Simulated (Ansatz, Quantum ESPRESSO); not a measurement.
# Charging Ca(100), 5 layers, part 2 of 6

Wanted: the capacitance of Ca(100), 5 layers by the effective screening medium.

Quantum ESPRESSO 7.5; plane-wave DFT, PBEsol, GBRV ultrasoft pseudopotentials; geometry by Ansatz 0.2.0 with PAW datasets.

So far. Step 2 (Geometry from Ansatz): The relaxation lowers the energy by 2 meV an atom. Held were the atoms numbered 1, 2 and 3; the forces quoted are those on the free ones.

### 3. SCF with pw.x: charge -0.0467 e

ESM with bc3 puts vacuum below and a metal electrode at the cell's upper end, z = c/2, which holds the counter charge and sets the zero of potential. tot_charge counts missing electrons, so a negative value adds electrons. The energies and forces that the log prints for charged cells are not used here.

Level of this step: plane-wave DFT, PBEsol, GBRV ultrasoft pseudopotentials (Quantum ESPRESSO 7.5).

Contents of q0.in:

```
&control
  prefix = 'q0'
  outdir = './out'
  pseudo_dir = './pseudo'
  calculation = 'scf'
  tprnfor = .true.
/
&system
  ibrav = 0
  nat = 5
  ntyp = 1
  ecutwfc = 40
  ecutrho = 200
  occupations = 'smearing'
  smearing = 'mv'
  degauss = 0.02
  assume_isolated = 'esm'
  esm_bc = 'bc3'
  tot_charge = -0.0467
/
&electrons
  conv_thr = 1e-08
  mixing_beta = 0.4
  electron_maxstep = 120
  mixing_mode = 'local-TF'
/
ATOMIC_SPECIES
  Ca  40.0780  ca_pbesol_v1.uspp.F.UPF
CELL_PARAMETERS angstrom
  3.94565583900000 0.00000000000000 0.00000000000000
  0.00000000000000 3.94565583900000 0.00000000000000
  0.00000000000000 0.00000000000000 26.16000000000000
ATOMIC_POSITIONS crystal
  Ca  0.000000000000 0.000000000000 -0.151932552594
  Ca  0.500000000000 0.500000000000 -0.045281176394
  Ca  0.000000000000 0.000000000000 0.061370199706
  Ca  0.500000000000 0.500000000000 0.165391754306
  Ca  -0.000000000000 0.000000000000 0.266611451677
K_POINTS automatic
  8 8 1 0 0 0
```

Command:

```console
OMP_NUM_THREADS=1 mpirun -n 4 pw.x -nk 4 -in q0.in > q0.out
```

The log of the run:

```text
Program PWSCF v.7.5 starts
[citation notice left out]

     Parallel version (MPI & OpenMP), running on       4 processor cores
     Number of MPI processes:                 4
     Threads/MPI process:                     1

     MPI processes distributed on     1 nodes
[...]
Current dimensions of program PWSCF are:
     Max number of different atomic species (ntypx) = 10
     Max number of k-points (npk) =  40000
     Max angular momentum in pseudopotentials (lmaxx) =  4
     Message from routine setup:
     using ibrav=0 with symmetry is DISCOURAGED, use correct ibrav instead

     K-points division:     npool     =       4
     Subspace diagonalization in iterative solution of the eigenvalue problem:
     a serial algorithm will be used

     G-vector sticks info
     --------------------
     sticks:   dense  smooth     PW     G-vecs:    dense   smooth      PW
     Sum         885     709    213               131387    93779   15433

     Using Slab Decomposition

     bravais-lattice index     =            0
     lattice parameter (alat)  =       7.4562  a.u.
     unit-cell volume          =    2748.3545 (a.u.)^3
     number of atoms/cell      =            5
     number of atomic types    =            1
     number of electrons       =        50.05
     number of Kohn-Sham states=           30
     kinetic-energy cutoff     =      40.0000  Ry
     charge density cutoff     =     200.0000  Ry
     scf convergence threshold =      1.0E-08
     mixing beta               =       0.4000
     number of iterations used =            8  local-TF  mixing
     Exchange-correlation= SLA  PW   PSX  PSC
                           (   1   4  10   8   0   0   0)

     Effective Screening Medium Method
     =================================
     Boundary Conditions: Vacuum-Slab-Metal
     total charge in unit cell        =  -0.0467
     grid points for fit at edges     =        4

     celldm(1)=   7.456209  celldm(2)=   0.000000  celldm(3)=   0.000000
     celldm(4)=   0.000000  celldm(5)=   0.000000  celldm(6)=   0.000000

     crystal axes: (cart. coord. in units of alat)
               a(1) = (   1.000000   0.000000   0.000000 )
               a(2) = (   0.000000   1.000000   0.000000 )
               a(3) = (   0.000000   0.000000   6.630076 )

     reciprocal axes: (cart. coord. in units 2 pi/alat)
               b(1) = (  1.000000  0.000000  0.000000 )
               b(2) = (  0.000000  1.000000  0.000000 )
               b(3) = (  0.000000  0.000000  0.150828 )

     PseudoPot. # 1 for Ca read from file:
     ./pseudo/ca_pbesol_v1.uspp.F.UPF
     Pseudo is Ultrasoft + core correction, Zval = 10.0
     Generated by new atomic code, or converted to UPF format
     Using radial grid of  845 points,  6 beta functions with:
                l(1) =   0
                l(2) =   0
                l(3) =   1
                l(4) =   1
                l(5) =   2
                l(6) =   2
     Q(r) pseudized with  8 coefficients,  rinner =    1.500   1.500   1.500
                                                       1.500   1.500

     atomic species   valence    mass     pseudopotential
     Ca               10.00    40.07800     Ca( 1.00)

      8 Sym. Ops. (no inversion) found

   Cartesian axes

     site n.     atom                  positions (alat units)
         1        Ca     tau(   1) = (   0.0000000   0.0000000  -1.0073244  )
         2        Ca     tau(   2) = (   0.5000000   0.5000000  -0.3002177  )
         3        Ca     tau(   3) = (   0.0000000   0.0000000   0.4068891  )
         4        Ca     tau(   4) = (   0.5000000   0.5000000   1.0965600  )
         5        Ca     tau(   5) = (   0.0000000   0.0000000   1.7676543  )

     number of k points=    15  Marzari-Vanderbilt smearing, width (Ry)=  0.0200
                       cart. coord. in units 2pi/alat
        k(    1) = (   0.0000000   0.0000000   0.0000000), wk =   0.0312500
        k(    2) = (   0.0000000   0.1250000   0.0000000), wk =   0.1250000
        k(    3) = (   0.0000000   0.2500000   0.0000000), wk =   0.1250000
        k(    4) = (   0.0000000   0.3750000   0.0000000), wk =   0.1250000
        k(    5) = (   0.0000000  -0.5000000   0.0000000), wk =   0.0625000
        k(    6) = (   0.1250000   0.1250000   0.0000000), wk =   0.1250000
        k(    7) = (   0.1250000   0.2500000   0.0000000), wk =   0.2500000
        k(    8) = (   0.1250000   0.3750000   0.0000000), wk =   0.2500000
        k(    9) = (   0.1250000  -0.5000000   0.0000000), wk =   0.1250000
        k(   10) = (   0.2500000   0.2500000   0.0000000), wk =   0.1250000
[...]
k(   15) = (  -0.5000000  -0.5000000   0.0000000), wk =   0.0312500

     Dense  grid:   131387 G-vectors     FFT dimensions: (  36,  36, 225)

     Smooth grid:    93779 G-vectors     FFT dimensions: (  32,  32, 200)

     Estimated max dynamical RAM per process >     219.26 MB

     Estimated total dynamical RAM >     780.80 MB

     Initial potential from superposition of free atoms

     starting charge      49.9741, renormalised to      50.0467

     negative rho (up, down):  1.855E-05 0.000E+00
     Starting wfcs are   50 randomized atomic wfcs

     total cpu time spent up to now is        2.9 secs

     per-process dynamical memory:    99.9 Mb

     Self-consistent Calculation

     iteration #  1     ecut=    40.00 Ry     beta= 0.40
     Davidson diagonalization with overlap
     ethr =  1.00E-02,  avg # of iterations =  1.0

     negative rho (up, down):  5.925E-05 0.000E+00

     total cpu time spent up to now is        7.7 secs

     total energy              =    -373.84014424 Ry
     estimated scf accuracy    <      13.09331846 Ry

     iteration #  2     ecut=    40.00 Ry     beta= 0.40
[...]
total energy              =    -373.91606017 Ry
     estimated scf accuracy    <       1.91338681 Ry

     iteration #  3     ecut=    40.00 Ry     beta= 0.40
[...]
total energy              =    -373.86320477 Ry
     estimated scf accuracy    <       0.82805519 Ry

     iteration #  4     ecut=    40.00 Ry     beta= 0.40
[...]
total energy              =    -374.06049386 Ry
     estimated scf accuracy    <       0.16163116 Ry

     iteration #  5     ecut=    40.00 Ry     beta= 0.40
[...]
c_bands:  3 eigenvalues not converged
[...]
negative rho (up, down):  3.178E-05 0.000E+00

[...]
total energy              =    -374.16427907 Ry
     estimated scf accuracy    <       0.41796241 Ry

     iteration #  8     ecut=    40.00 Ry     beta= 0.40
[...]
c_bands:  1 eigenvalues not converged
     c_bands:  2 eigenvalues not converged
[...]
negative rho (up, down):  4.720E-06 0.000E+00

[...]
total energy              =    -374.12813313 Ry
     estimated scf accuracy    <       0.81658201 Ry

     iteration #  9     ecut=    40.00 Ry     beta= 0.40
[...]
total energy              =    -374.13120971 Ry
     estimated scf accuracy    <       0.26897940 Ry

     iteration # 10     ecut=    40.00 Ry     beta= 0.40
[...]
c_bands:  5 eigenvalues not converged
     c_bands:  4 eigenvalues not converged
[...]
total energy              =    -374.18983478 Ry
     estimated scf accuracy    <       0.94087055 Ry

     iteration # 11     ecut=    40.00 Ry     beta= 0.40
[...]
total energy              =    -374.20215033 Ry
     estimated scf accuracy    <       0.31817928 Ry

     iteration # 12     ecut=    40.00 Ry     beta= 0.40
[...]
total energy              =    -374.18978472 Ry
     estimated scf accuracy    <       0.19327561 Ry

[... 28 further iterations ...]
     iteration # 41     ecut=    40.00 Ry     beta= 0.40
[...]
negative rho (up, down):  2.506E-05 0.000E+00

[...]
total energy              =    -374.16011098 Ry
     estimated scf accuracy    <       0.00000932 Ry

     iteration # 42     ecut=    40.00 Ry     beta= 0.40
[...]
negative rho (up, down):  5.502E-05 0.000E+00

[...]
total energy              =    -374.16052453 Ry
     estimated scf accuracy    <       0.00001287 Ry

     iteration # 43     ecut=    40.00 Ry     beta= 0.40
[...]
negative rho (up, down):  1.658E-05 0.000E+00

[...]
total energy              =    -374.16101751 Ry
     estimated scf accuracy    <       0.00000186 Ry

     iteration # 44     ecut=    40.00 Ry     beta= 0.40
[...]
c_bands:  1 eigenvalues not converged
[...]
negative rho (up, down):  1.234E-05 0.000E+00

[...]
total energy              =    -374.16139113 Ry
     estimated scf accuracy    <       0.00000168 Ry

     iteration # 45     ecut=    40.00 Ry     beta= 0.40
[...]
negative rho (up, down):  5.329E-06 0.000E+00

[...]
total energy              =    -374.16198729 Ry
     estimated scf accuracy    <       0.00000103 Ry

     iteration # 46     ecut=    40.00 Ry     beta= 0.40
[...]
negative rho (up, down):  2.537E-06 0.000E+00

[...]
total energy              =    -374.16230242 Ry
     estimated scf accuracy    <       0.00000031 Ry

     iteration # 47     ecut=    40.00 Ry     beta= 0.40
[...]
negative rho (up, down):  2.617E-06 0.000E+00

[...]
total energy              =    -374.16233687 Ry
     estimated scf accuracy    <       0.00000012 Ry

     iteration # 48     ecut=    40.00 Ry     beta= 0.40
[...]
negative rho (up, down):  2.515E-06 0.000E+00

[...]
total energy              =    -374.16241353 Ry
     estimated scf accuracy    <       0.00000004 Ry

     iteration # 49     ecut=    40.00 Ry     beta= 0.40
[...]
c_bands:  1 eigenvalues not converged
[...]
negative rho (up, down):  1.892E-06 0.000E+00

[...]
total energy              =    -374.16257828 Ry
     estimated scf accuracy    <       0.00000002 Ry

     iteration # 50     ecut=    40.00 Ry     beta= 0.40
[...]
c_bands:  1 eigenvalues not converged
[...]
negative rho (up, down):  1.700E-06 0.000E+00

[...]
End of self-consistent calculation

          k = 0.0000 0.0000 0.0000 ( 11803 PWs)   bands (ev):

   -43.4719 -43.3828 -42.8362 -42.8171 -42.7140 -24.5637 -24.4768 -24.4594
   -24.4594 -24.3761 -24.3761 -23.9277 -23.8670 -23.8670 -23.8632 -23.8373
   -23.8373 -23.7774 -23.7412 -23.7412  -4.7994  -4.3565  -3.6206  -2.6986
    -1.8349  -0.6929  -0.4696  -0.3695  -0.2176   0.1707

          k = 0.0000 0.1250 0.0000 ( 11787 PWs)   bands (ev):

   -43.4713 -43.3822 -42.8355 -42.8167 -42.7134 -24.5628 -24.4758 -24.4690
   -24.4586 -24.3858 -24.3752 -23.9256 -23.8830 -23.8653 -23.8577 -23.8472
   -23.8371 -23.7765 -23.7504 -23.7407  -4.6276  -4.1903  -3.4623  -2.5494
    -1.6950  -0.6047  -0.4261  -0.3560  -0.2361   0.1370

          k = 0.0000 0.2500 0.0000 ( 11757 PWs)   bands (ev):

   -43.4699 -43.3808 -42.8337 -42.8156 -42.7120 -24.5605 -24.4919 -24.4735
   -24.4567 -24.4092 -24.3732 -23.9224 -23.9087 -23.8681 -23.8611 -23.8577
   -23.8369 -23.7760 -23.7710 -23.7394  -4.1289  -3.7114  -3.0128  -2.1349
    -1.3107  -0.6795  -0.4837  -0.3836  -0.1724  -0.0772

          k = 0.0000 0.3750 0.0000 ( 11735 PWs)   bands (ev):

   -43.4686 -43.3794 -42.8318 -42.8145 -42.7107 -24.5582 -24.5147 -24.4712
   -24.4548 -24.4324 -24.3712 -23.9325 -23.9261 -23.8806 -23.8617 -23.8565
   -23.8371 -23.7922 -23.7743 -23.7381  -3.3532  -2.9799  -2.3591  -1.6260
    -1.3994  -1.0150  -0.7838  -0.6209  -0.2642  -0.0456

          k = 0.0000-0.5000 0.0000 ( 11676 PWs)   bands (ev):

   -43.4680 -43.3788 -42.8311 -42.8140 -42.7101 -24.5573 -24.5242 -24.4703
   -24.4540 -24.4420 -24.3704 -23.9419 -23.9312 -23.8822 -23.8641 -23.8544
   -23.8374 -23.7999 -23.7742 -23.7376  -2.4032  -2.3769  -2.1580  -2.0649
    -1.8446  -1.0845  -0.7652  -0.6819  -0.3967  -0.0847

          k = 0.1250 0.1250 0.0000 ( 11791 PWs)   bands (ev):

   -43.4708 -43.3816 -42.8348 -42.8162 -42.7128 -24.5618 -24.4748 -24.4684
   -24.4678 -24.3852 -24.3846 -23.9234 -23.8841 -23.8767 -23.8545 -23.8479
   -23.8453 -23.7759 -23.7499 -23.7498  -4.4578  -4.0257  -3.3050  -2.4018
    -1.5616  -0.5246  -0.3575  -0.3462  -0.2182   0.1278

[...]
the Fermi energy is    -0.9485 ev

!    total energy              =    -374.16269445 Ry
     estimated scf accuracy    <          4.8E-09 Ry
     smearing contrib. (-TS)   =      -0.00171778 Ry
     internal energy E=F+TS    =    -374.16097667 Ry

     The total energy is F=E-TS. E is the sum of the following terms:
     one-electron contribution =  -20022.70464647 Ry
     hartree contribution      =   10001.59152229 Ry
     xc contribution           =     -58.05669603 Ry
     ewald contribution        =    9705.00884354 Ry

     convergence has been achieved in  50 iterations

     negative rho (up, down):  1.700E-06 0.000E+00

     Forces acting on atoms (cartesian axes, Ry/au):

     atom    1 type  1   force =     0.00000000    0.00000000    0.00734038
     atom    2 type  1   force =     0.00000000    0.00000000   -0.00271450
     atom    3 type  1   force =     0.00000000    0.00000000   -0.00188846
     atom    4 type  1   force =     0.00000000    0.00000000   -0.00068797
     atom    5 type  1   force =     0.00000000    0.00000000   -0.00161549

     Total force =     0.008240     Total SCF correction =     0.000199

[...]
=------------------------------------------------------------------------------=
   JOB DONE.
=------------------------------------------------------------------------------=
[...]
```

The job ended after 5.6 min (4 MPI ranks of Arm Neoverse N1, shared host; peak memory 0.93 GiB).

Read from the output:

- Fermi energy: -0.9485 eV
- vacuum line at the lower end of the cell, over the Fermi level: 2.828 eV
- slope of the potential above: -0.5387 eV/Å
- vacuum line at the upper end of the cell, over the Fermi level: 0.9495 eV

The potential energy, planar mean oscillates, so the rows of the table below give means over windows of 2.79 Å about each position, cut where the curve ends. Its maxima inside the range that stand out by 2 % of the span (Å: eV): -2.6: 0.892, 0.2: 0.821, 3.0: 0.626, 5.6: 0.490, 9.7: 2.47. Its minima: -4.0: -9.48, -1.2: -9.12, 1.6: -9.11, 4.3: -9.04, 7.0: -9.46.

Electrostatic potential energy of an electron; zero at the Fermi level. The potential energy, planar mean by z; means over each step:

```
 z (Å)  potential energy, planar mean (eV)
-11.62                                2.83
 -8.84                                2.81
 -6.05                                1.65
 -3.26                               -3.29
 -0.47                               -3.13
  2.32                               -3.26
  5.11                               -3.44
  7.90                               -2.35
 10.69                                2.11
```

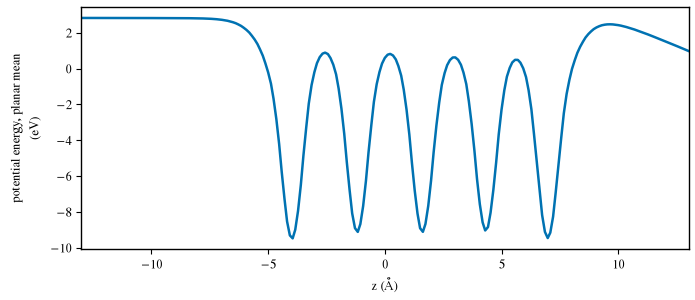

Potential energy, planar mean against z.

The program's own clock; routines nest. Time by routine:

```csv
routine,wall time (s),calls
PWSCF,337.4,1
electrons,333.4,1
c_bands,234,50
cegterg,180.4,203
h_psi,128.8,1805
fftw,105.8,41138
vloc_psi,101,1805
mix_rho,45.67,50
sum_band,33.59,50
ffts,29.37,4388
calbec,17.8,2021
add_vuspsi,13.9,1805
s_psi,13.56,1805
h_psi:calbec,13.46,1805
```

The run needed 50 iterations to bring the estimated error under 1e-08 Ry.

Inside the slab this potential holds the local part of the pseudopotentials, which can be repulsive at the nuclei; only its value in the vacuum has a meaning of its own.

Gauss's law asks for a slope of 180.95 q/A = -0.543 eV/Å in the gap; the run gives -0.539.

### 4. Ground state: charge -0.0234 e

The charge is stepped; where the run before has converged, its density is the start.

q1.in is the input of step 3 with these lines changed:

```diff
@@ -1,3 +1,3 @@
 &control
-  prefix = 'q0'
+  prefix = 'q1'
   outdir = './out'
@@ -18,3 +18,3 @@
   esm_bc = 'bc3'
-  tot_charge = -0.0467
+  tot_charge = -0.0234
 /
@@ -25,2 +25,3 @@
   mixing_mode = 'local-TF'
+  startingpot = 'file'
 /
```

Command:

```console
cp -r out/q0.save out/q1.save
OMP_NUM_THREADS=1 mpirun -n 4 pw.x -nk 4 -in q1.in > q1.out
```

The log of the run:

```text
[banner, memory and clock lines left out]
Program PWSCF v.7.5 starts
[...]
Message from routine setup:
[...]
number of electrons       =        50.02
     number of Kohn-Sham states=           30
     kinetic-energy cutoff     =      40.0000  Ry
     charge density cutoff     =     200.0000  Ry
[...]
number of k points=    15  Marzari-Vanderbilt smearing, width (Ry)=  0.0200
[...]
Dense  grid:   131387 G-vectors     FFT dimensions: (  36,  36, 225)
[...]
The initial density is read from file :
[...]
negative rho (up, down):  1.699E-06 0.000E+00
     Starting wfcs are   50 randomized atomic wfcs
[...]
negative rho (up, down):  5.658E-04 0.000E+00
[...]
estimated scf accuracy    <       3.05537166 Ry
[...]
negative rho (up, down):  2.831E-04 0.000E+00
[...]
estimated scf accuracy    <       0.60648142 Ry
[...]
estimated scf accuracy    <       0.14920985 Ry
[...]
estimated scf accuracy    <       0.11768772 Ry
[...]
estimated scf accuracy    <       7.39897859 Ry
[...]
estimated scf accuracy    <       0.04257381 Ry
[...]
negative rho (up, down):  2.980E-05 0.000E+00
[...]
estimated scf accuracy    <       0.04354349 Ry
[...]
negative rho (up, down):  1.827E-05 0.000E+00
[...]
estimated scf accuracy    <       0.31936049 Ry
[...]
estimated scf accuracy    <       0.17863836 Ry
[...]
estimated scf accuracy    <       0.24546811 Ry
[...]
estimated scf accuracy    <       0.39432150 Ry
[...]
estimated scf accuracy    <       0.35686528 Ry
[...]
estimated scf accuracy    <       0.23259088 Ry
[...]
estimated scf accuracy    <       0.11213562 Ry
[...]
estimated scf accuracy    <       0.12834153 Ry
[...]
estimated scf accuracy    <       0.12496006 Ry
[...]
estimated scf accuracy    <       0.14014677 Ry
[...]
estimated scf accuracy    <       0.04366459 Ry
[...]
estimated scf accuracy    <       0.00861345 Ry
[...]
estimated scf accuracy    <       0.00129029 Ry
[...]
estimated scf accuracy    <       0.00171128 Ry
[...]
estimated scf accuracy    <       0.00059482 Ry
[...]
estimated scf accuracy    <       0.00085075 Ry
[...]
estimated scf accuracy    <       0.00029954 Ry
[...]
estimated scf accuracy    <       0.00023843 Ry
[...]
estimated scf accuracy    <       0.00011369 Ry
[...]
estimated scf accuracy    <       0.00015605 Ry
[...]
estimated scf accuracy    <       0.00003437 Ry
[...]
estimated scf accuracy    <       0.00003752 Ry
[...]
estimated scf accuracy    <       0.00002262 Ry
[...]
negative rho (up, down):  1.789E-08 0.000E+00
[...]
estimated scf accuracy    <       0.00000974 Ry
[...]
negative rho (up, down):  1.032E-07 0.000E+00
[...]
estimated scf accuracy    <       0.00000346 Ry
[...]
negative rho (up, down):  1.920E-06 0.000E+00
[...]
estimated scf accuracy    <       0.00000148 Ry
[...]
negative rho (up, down):  1.340E-06 0.000E+00
[...]
estimated scf accuracy    <       0.00000068 Ry
[...]
negative rho (up, down):  5.605E-06 0.000E+00
[...]
estimated scf accuracy    <       0.00000032 Ry
[...]
negative rho (up, down):  2.044E-06 0.000E+00
[...]
estimated scf accuracy    <       0.00000136 Ry
[...]
negative rho (up, down):  3.143E-06 0.000E+00
[...]
estimated scf accuracy    <       0.00000019 Ry
[...]
negative rho (up, down):  3.427E-06 0.000E+00
[...]
estimated scf accuracy    <       0.00000003 Ry
[...]
negative rho (up, down):  3.119E-06 0.000E+00
[...]
estimated scf accuracy    <       0.00000004 Ry
[...]
negative rho (up, down):  3.247E-06 0.000E+00
[...]
estimated scf accuracy    <       0.00000001 Ry
[...]
negative rho (up, down):  4.121E-06 0.000E+00
[...]
the Fermi energy is    -1.8311 ev
!    total energy              =    -374.15556410 Ry
     estimated scf accuracy    <          4.8E-09 Ry
     smearing contrib. (-TS)   =      -0.00167009 Ry
     internal energy E=F+TS    =    -374.15389401 Ry
[...]
one-electron contribution =  -20019.45789612 Ry
     hartree contribution      =    9998.34718090 Ry
     xc contribution           =     -58.05202233 Ry
     ewald contribution        =    9705.00884354 Ry
     convergence has been achieved in  41 iterations
     negative rho (up, down):  4.121E-06 0.000E+00
[...]
Total force =     0.008313     Total SCF correction =     0.000173
[...]
```

Elapsed: 4.8 min, on 4 MPI ranks; peak memory 0.93 GiB; 19 min of CPU time.

This step gave:

```
Fermi energy                                                   : -1.831 eV
vacuum line at the lower end of the cell, over the Fermi level : 2.823 eV
slope of the potential above                                   : -0.2700 eV/Å
vacuum line at the upper end of the cell, over the Fermi level : 1.832 eV
```

The electrode's potential over the Fermi level goes from 0.950 to 1.832 eV, the far face's from 2.828 to 2.823 eV.

[end of part 2 of 6]

[Logs are printed without paths, hosts, clocks, repeated set-up lines and the standing remarks that a program may print on its own settings, such as how far it seeks lower states.]

[Hosts, paths, dates, database ids (printed as entryN), source tags and the programs' standing remarks are cut or masked in the printed files.]

[Maps of the electrostatic potential energy from Ansatz leave out the sawtooth potential of an applied field or a dipole correction, so their vacuum need not be flat; planar profiles and work functions include it.]
